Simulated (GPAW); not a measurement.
**Optical response of Mg3CuN (model structure)**

Aim: the dielectric function of Mg3CuN (model structure), and the optical constants that follow from it. The structure is a model built here, which may or may not match a known phase. It was built so: All Ag replaced by Cu and Mn replaced by Mg in the Pm-3m structure of Mn3AgN. The cell given below was relaxed beforehand with Ansatz.

Method: DFT, LDA, plane-wave PAW (GPAW data sets), scalar-relativistic, RPA, optical limit, in GPAW 26.7.0.

**1. Set-up**

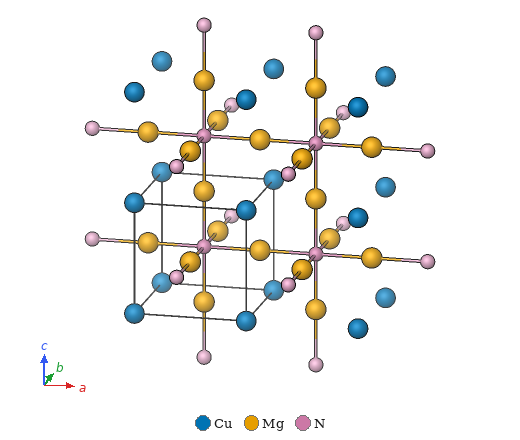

Start, viewed slightly off an axis; copper blue, magnesium orange, nitrogen pink. 2×1×2 cells are drawn. Some periodic images of atoms are drawn too.

**2. Ground state**

First the ground state: is it a metal or has it a gap?

This step: DFT, LDA, plane-wave PAW (GPAW data sets), scalar-relativistic, ground state (GPAW 26.7.0).

gs.py

```python
from ase import Atoms
from ase.dft.bandgap import bandgap
from gpaw import GPAW, PW, FermiDirac

atoms = Atoms(['Cu', 'Mg', 'Mg', 'Mg', 'N'],
              cell=[[4.14686169, 0.00000000, 0.00000000],
                    [0.00000000, 4.14686169, 0.00000000],
                    [0.00000000, 0.00000000, 4.14686169]],
              scaled_positions=[[0.00000000, 1.00000000, 0.00000000],
                                [0.50000000, 0.50000000, 0.00000000],
                                [0.50000000, 0.00000000, 0.50000000],
                                [1.00000000, 0.50000000, 0.50000000],
                                [0.50000000, 0.50000000, 0.50000000]],
              pbc=[True, True, True])
atoms.calc = GPAW(mode=PW(400), xc='LDA', kpts={'size': (6, 6, 6), 'gamma': True},
                  occupations=FermiDirac(0.05), maxiter=150, txt='gs.txt')
print('energy (eV)', atoms.get_potential_energy())
print('Fermi level (eV)', atoms.calc.get_fermi_level())
print('valence electrons', atoms.calc.get_number_of_electrons())
print('gap (eV)', bandgap(atoms.calc, output=None)[0])
print('direct gap (eV)', bandgap(atoms.calc, direct=True, output=None)[0])
atoms.calc.write('gs.gpw')
```

Started as:

```bash
OMP_NUM_THREADS=1 python gs.py
```

Numbers of over 12 decimals in the logs are rounded to 6 here.

Log:

```text
__  _  _
 | _ |_)|_||  |
 |__||  | ||/\| - 26.7.0

Versions:
  Python: 3.12.14
  ASE:    3.29.0
  Numpy:  2.5.5
  Scipy:  1.18.1
  Libxc:  7.0.0

Input parameters:
  mode=PW(ecut=400.0),
  kpts=MonkhorstPack(size=(6, 6, 6), gamma=True),
  maxiter=150,
  occupations=Occupations(name='fermi-dirac', width=0.05, fixmagmom=False),
  xc=XC(name='LDA')

Diagonalizing LCAO Hamiltonian
Converting LCAO to pw mode
    .---------.
   /|         |
  / |         |
 *  |         |
 |Mg|  N      |
 |  .---------.
 | /  Mg     /
 |/    Mg   /
 Cu--------*

Atoms  # Å, Bohr magnetons
|   | symbol |        x |        y |        z |    initial magnetic moments |
| 0 |     Cu | 0.000000 | 4.146862 | 0.000000 | ( 0.0000,  0.0000,  0.0000) |
| 1 |     Mg | 2.073431 | 2.073431 | 0.000000 | ( 0.0000,  0.0000,  0.0000) |
| 2 |     Mg | 2.073431 | 0.000000 | 2.073431 | ( 0.0000,  0.0000,  0.0000) |
| 3 |     Mg | 4.146862 | 2.073431 | 2.073431 | ( 0.0000,  0.0000,  0.0000) |
| 4 |      N | 2.073431 | 2.073431 | 2.073431 | ( 0.0000,  0.0000,  0.0000) |

Unit cell  # Å
| periodic |        x |        y |        z |  lengths |    angles |
|      yes | 4.146862 | 0.000000 | 0.000000 | 4.146862 | 90.000000 |
|      yes | 0.000000 | 4.146862 | 0.000000 | 4.146862 | 90.000000 |
|      yes | 0.000000 | 0.000000 | 4.146862 | 4.146862 | 90.000000 |

Number of symmetries: 48
Symmetry operations  # r_c * U_cc + t_c -> r_c
|    | kind |            matrix            |
|  0 |  E   |  1, 0, 0,  0, 1, 0,  0, 0, 1 |
|  1 |  σ   |  1, 0, 0,  0, 1, 0,  0, 0,-1 |
|  2 |  σ   |  1, 0, 0,  0, 0, 1,  0, 1, 0 |
|  3 |  C4  |  1, 0, 0,  0, 0, 1,  0,-1, 0 |
|  4 |  C4  |  1, 0, 0,  0, 0,-1,  0, 1, 0 |
|  5 |  σ   |  1, 0, 0,  0, 0,-1,  0,-1, 0 |
|  6 |  σ   |  1, 0, 0,  0,-1, 0,  0, 0, 1 |
|  7 |  C2  |  1, 0, 0,  0,-1, 0,  0, 0,-1 |
|  8 |  σ   |  0, 1, 0,  1, 0, 0,  0, 0, 1 |
|  9 |  C2  |  0, 1, 0,  1, 0, 0,  0, 0,-1 |
| 10 |  C3  |  0, 1, 0,  0, 0, 1,  1, 0, 0 |
| 11 |  S6  |  0, 1, 0,  0, 0, 1, -1, 0, 0 |
| 12 |  S6  |  0, 1, 0,  0, 0,-1,  1, 0, 0 |
| 13 |  C3  |  0, 1, 0,  0, 0,-1, -1, 0, 0 |
| 14 |  C4  |  0, 1, 0, -1, 0, 0,  0, 0, 1 |
| 15 |  S4  |  0, 1, 0, -1, 0, 0,  0, 0,-1 |
| 16 |  C3  |  0, 0, 1,  1, 0, 0,  0, 1, 0 |
| 17 |  S6  |  0, 0, 1,  1, 0, 0,  0,-1, 0 |
| 18 |  σ   |  0, 0, 1,  0, 1, 0,  1, 0, 0 |
| 19 |  C4  |  0, 0, 1,  0, 1, 0, -1, 0, 0 |
| 20 |  C2  |  0, 0, 1,  0,-1, 0,  1, 0, 0 |
| 21 |  S4  |  0, 0, 1,  0,-1, 0, -1, 0, 0 |
| 22 |  S6  |  0, 0, 1, -1, 0, 0,  0, 1, 0 |
| 23 |  C3  |  0, 0, 1, -1, 0, 0,  0,-1, 0 |
| 24 |  S6  |  0, 0,-1,  1, 0, 0,  0, 1, 0 |
| 25 |  C3  |  0, 0,-1,  1, 0, 0,  0,-1, 0 |
| 26 |  C4  |  0, 0,-1,  0, 1, 0,  1, 0, 0 |
| 27 |  σ   |  0, 0,-1,  0, 1, 0, -1, 0, 0 |
| 28 |  S4  |  0, 0,-1,  0,-1, 0,  1, 0, 0 |
| 29 |  C2  |  0, 0,-1,  0,-1, 0, -1, 0, 0 |
| 30 |  C3  |  0, 0,-1, -1, 0, 0,  0, 1, 0 |
| 31 |  S6  |  0, 0,-1, -1, 0, 0,  0,-1, 0 |
| 32 |  C4  |  0,-1, 0,  1, 0, 0,  0, 0, 1 |
| 33 |  S4  |  0,-1, 0,  1, 0, 0,  0, 0,-1 |
| 34 |  S6  |  0,-1, 0,  0, 0, 1,  1, 0, 0 |
| 35 |  C3  |  0,-1, 0,  0, 0, 1, -1, 0, 0 |
| 36 |  C3  |  0,-1, 0,  0, 0,-1,  1, 0, 0 |
| 37 |  S6  |  0,-1, 0,  0, 0,-1, -1, 0, 0 |
| 38 |  σ   |  0,-1, 0, -1, 0, 0,  0, 0, 1 |
| 39 |  C2  |  0,-1, 0, -1, 0, 0,  0, 0,-1 |
| 40 |  σ   | -1, 0, 0,  0, 1, 0,  0, 0, 1 |
| 41 |  C2  | -1, 0, 0,  0, 1, 0,  0, 0,-1 |
| 42 |  C2  | -1, 0, 0,  0, 0, 1,  0, 1, 0 |
| 43 |  S4  | -1, 0, 0,  0, 0, 1,  0,-1, 0 |
| 44 |  S4  | -1, 0, 0,  0, 0,-1,  0, 1, 0 |
| 45 |  C2  | -1, 0, 0,  0, 0,-1,  0,-1, 0 |
| 46 |  C2  | -1, 0, 0,  0,-1, 0,  0, 0, 1 |
| 47 |  i   | -1, 0, 0,  0,-1, 0,  0, 0,-1 |

BZ-sampling:
  Number of BZ points: 216
  Number of IBZ points: 20

  Monkhorst-Pack size: [6, 6, 6]
  Monkhorst-Pack shift: [0.083333, 0.083333, 0.083333]

K-points  # in reciprocal-cell coordinates
|     |                                coordinates |     weight |
|   0 | (  0.00000000,   0.00000000,   0.00000000) | 0.00462963 |
|   1 | (  0.16666667,   0.00000000,   0.00000000) | 0.02777778 |
|   2 | (  0.16666667,   0.16666667,   0.00000000) | 0.05555556 |
|   3 | (  0.16666667,   0.16666667,   0.16666667) | 0.03703704 |
|   4 | (  0.33333333,   0.00000000,   0.00000000) | 0.02777778 |
|   5 | (  0.33333333,   0.16666667,   0.00000000) | 0.11111111 |
|   6 | (  0.33333333,   0.16666667,   0.16666667) | 0.11111111 |
|   7 | (  0.33333333,   0.33333333,   0.00000000) | 0.05555556 |
|   8 | (  0.33333333,   0.33333333,   0.16666667) | 0.11111111 |
|   9 | (  0.33333333,   0.33333333,   0.33333333) | 0.03703704 |
| ... |                                            |            |
|  19 | (  0.50000000,   0.50000000,   0.50000000) | 0.00462963 |

Plane wave coefficients: 1328
Cutoff: 400.0 eV

Spin-components: 1 (collinear spins)
Bands:           32
Projectors:      26
Spin-degeneracy: 2
Datatype:        complex128

Parallelization:
  kpt:    1
  domain: 1
  band:   1

Density:
  Valence electrons: 46.0
  Components: 1
  Grid points: [20 20 20]
  Charge: 0.0  # |e|

Potential:
  Grid points: [20 20 20]

species:
  Cu:
    name:    Copper
    id:
    Z:       29.0
    valence: 11
    core:    18
    charge:  0.0  # [|e|]
    compensation charges:
      type: gauss
      rc: 0.33  # [Å]
      lmax: 2
    cutoffs:
      filter: 2.06  # [Å]
      core: 2.43  # [Å]
    projectors
    | kind |    occ | energy [eV] | rcut [Å] |
    |   4s |  1.000 |      -4.857 |    1.164 |
    |   4p |  0.000 |      -0.783 |    1.164 |
    |   3d | 10.000 |      -5.324 |    1.058 |
    |    s |        |      22.354 |    1.164 |
    |    p |        |      26.429 |    1.164 |
    |    d |        |      21.887 |    1.058 |

    Using partial waves for Cu as LCAO basis

  Mg:
    name:    Magnesium
    id:
    Z:       12.0
    valence: 10
    core:    2
    charge:  0.0  # [|e|]
    compensation charges:
      type: gauss
      rc: 0.33  # [Å]
      lmax: 2
    cutoffs:
      filter: 1.86  # [Å]
      core: 0.54  # [Å]
    projectors
    | kind |    occ | energy [eV] | rcut [Å] |
    |   2s |  2.000 |     -79.291 |    1.090 |
    |   3s |  2.000 |      -4.782 |    1.090 |
    |   2p |  6.000 |     -46.725 |    1.085 |
    |   3p |  0.000 |      -1.374 |    1.085 |
    |    d |        |       0.000 |    1.037 |

    Using partial waves for Mg as LCAO basis

  N:
    name:    Nitrogen
    id:
    Z:       7.0
    valence: 5
    core:    2
    charge:  0.0  # [|e|]
    compensation charges:
      type: gauss
      rc: 0.18  # [Å]
      lmax: 2
    cutoffs:
      filter: 1.11  # [Å]
      core: 0.96  # [Å]
    projectors
    | kind |    occ | energy [eV] | rcut [Å] |
    |   2s |  2.000 |     -18.420 |    0.603 |
    |   2p |  3.000 |      -7.237 |    0.529 |
    |    s |        |       8.791 |    0.603 |
    |    p |        |      19.974 |    0.529 |
    |    d |        |       0.000 |    0.577 |

    Using partial waves for N as LCAO basis

Reference energy: -62703.661541  # eV

eigensolver:
  PPCG
  Converge bands: occupied
  niter=2

density mixing:
  MSR1-Mixer
  Pratt-step length: 0.05
  Maximum mixing coefficient: 0.75
  Old densities: 10
  SVD Regularization: 0.005
  Good broyden scale: 1.0
  Trust region scale: 1.0
  Backstep threshold: 4.0
  History deletion threshold: 6.0
  Fourier metric: weight=20.0, sigma=0.015

occupation numbers:
  Fermi-Dirac:
    width: 0.0500  # eV

poisson solver:
  ecut: 3200.0  # eV

xc functional:
  name: None

convergence criteria:
- Maximum [total energy] change in last 3 cyles: 0.0005 eV / valence electron
- Maximum integral of absolute [dens]ity change: 0.0001 electrons / valence electron
- Maximum integral of absolute [eigenst]ate change: 4e-08 eV^2 / valence electron
maximum number of iterations: 150

SCF iterations
|iter     |      energy | eigst |  dens |
|iter:   1||  -23.405568 | +0.19 |       |
|iter:   2||  -20.906802 | -1.23 | -1.01 |
|iter:   3||  -19.598690 | -1.70 | -1.18 |
|iter:   4||  -19.021584 | -1.62 | -1.35 |
|iter:   5||  -18.975270 | -3.20 | -1.66 |
|iter:   6||  -18.922800 | -3.13 | -1.74 |
|iter:   7||  -18.915758 | -3.54 | -2.08 |
|iter:   8||  -18.915027c| -4.77 | -2.77 |
|iter:   9||  -18.914766c| -4.97 | -3.07 |
|iter:  10||  -18.914736c| -6.20 | -3.59 |
|iter:  11||  -18.914723c| -6.54 | -3.87 |
|iter:  12||  -18.914719c| -6.76 | -4.25c|
|iter:  13||  -18.914719c| -7.50c| -5.02c|

Converged in 13 steps
SCF loop duration: 13.262 s (1.020 s/step)
Energy contributions relative to reference atoms: (reference = -62703.661541)

Energy contributions:
  Kinetic:          -8.876480
  Coulomb:          13.917820
  Zero:             -0.147012
  External:          0.000000
  Xc:              -23.804528
  Entropy:          -0.009039
  Spinorbit:         0.000000
  ----------------------------
  Free energy:     -18.919239
  Extrapolated:    -18.914719

dipole moment: (-15.119907, -15.119907, -15.119907)  # |e|*Ang

Fermi level: 5.428
Eigenvalues  # (at kpt = [0.000, 0.000, 0.000])
| band index |      eig [eV] | occ [0-2] |
|          0 |       -69.186 |     2.000 |
|        ... |               |           |
|         14 |         1.647 |     2.000 |
|         15 |         1.647 |     2.000 |
|         16 |         1.647 |     2.000 |
|         17 |         2.363 |     2.000 |
|         18 |         2.363 |     2.000 |
|         19 |         2.692 |     2.000 |
|         20 |         2.692 |     2.000 |
|         21 |         2.692 |     2.000 |
|         22 |         8.257 |     0.000 |
|         23 |         8.257 |     0.000 |
|         24 |         8.614 |     0.000 |
|         25 |         8.614 |     0.000 |
|         26 |         8.614 |     0.000 |
|         27 |        13.076 |     0.000 |
|         28 |        13.314 |     0.000 |
|         29 |        13.314 |     0.000 |
|        ... |               |           |
|         31 |        14.537 |     0.000 |

No gap
No difference between direct/indirect transitions

--- standard output ---
energy (eV) -18.914719
Fermi level (eV) 5.427767
valence electrons 46.0
gap (eV) 0.0
direct gap (eV) 0.0
```

The job ended after 16 s (1 thread of Arm Neoverse V2, shared host; peak memory 0.16 GiB).

Numbers from this step:

- energy: -18.91 eV
- Fermi energy: 5.428 eV
- electrons: 46

There are states at the Fermi level within the smearing, so the occupations stay smeared and the carriers get a Drude term.

**3. Bands for the response**

At the fixed density, many empty bands are solved on the mesh of the response, since the spectrum sums over them.

This step: DFT, LDA, plane-wave PAW (GPAW data sets), scalar-relativistic, bands at fixed density (GPAW 26.7.0).

nscf.py

```python
from ase.dft.bandgap import bandgap
from gpaw import GPAW, FermiDirac

calc = GPAW('gs.gpw').fixed_density(kpts={'size': (8, 8, 8), 'gamma': True}, nbands=58, convergence={'bands': 52},
                                    occupations=FermiDirac(0.05), txt='nscf.txt')
print('gap (eV)', bandgap(calc, output=None)[0])
print('direct gap (eV)', bandgap(calc, direct=True, output=None)[0])
calc.write('full.gpw', mode='all')
```

Started as:

```bash
OMP_NUM_THREADS=1 python nscf.py
```

Log:

```text
Diagonalizing LCAO Hamiltonian
Converting LCAO to pw mode
convergence criteria:
- Maximum integral of absolute [eigenst]ate change: 4e-08 eV^2 / valence electron
maximum number of iterations: 150

SCF iterations
|iter     |      energy | eigst |  dens |
|iter:   1||             | +2.92 |       |
|iter:   2||             | +1.81 |       |
|iter:   3||             | +0.72 |       |
|iter:   4||             | -0.41 |       |
|iter:   5||             | -1.30 |       |
|iter:   6||             | -2.28 |       |
|iter:   7||             | -3.12 |       |
|iter:   8||             | -4.06 |       |
|iter:   9||             | -4.92 |       |
|iter:  10||             | -5.81 |       |
|iter:  11||             | -6.63 |       |
|iter:  12||             | -7.32 |       |
|iter:  13||             | -7.82c|       |
SCF steps: 13
  __  _  _
 | _ |_)|_||  |
 |__||  | ||/\| - 26.7.0

Versions:
  Python: 3.12.14
  ASE:    3.29.0
  Numpy:  2.5.5
  Scipy:  1.18.1
  Libxc:  7.0.0

Input parameters:
  mode=PW(ecut=400.0),
  convergence={'bands': 52},
  gpts=array([20, 20, 20]),
  kpts=MonkhorstPack(size=(8, 8, 8), gamma=True),
  maxiter=150,
  nbands=58,
  occupations=Occupations(name='fermi-dirac', width=0.05, fixmagmom=False),
  parallel={},
  xc=XC(name='LDA')

--- standard output ---
gap (eV) 0.0
direct gap (eV) 0.0
```

Elapsed: 40 s, on 1 thread; peak memory 0.21 GiB.

(Continued in part 2 of 2.)

[Machine, clock and banner lines and Python warnings are left out of the logs.]

[Logs are printed without paths, hosts, clocks, repeated set-up lines and the standing remarks that a program may print on its own settings, such as how far it seeks lower states.]

[Hosts, paths, dates, database ids (printed as entryN), source tags and the programs' standing remarks are cut or masked in the printed files.]
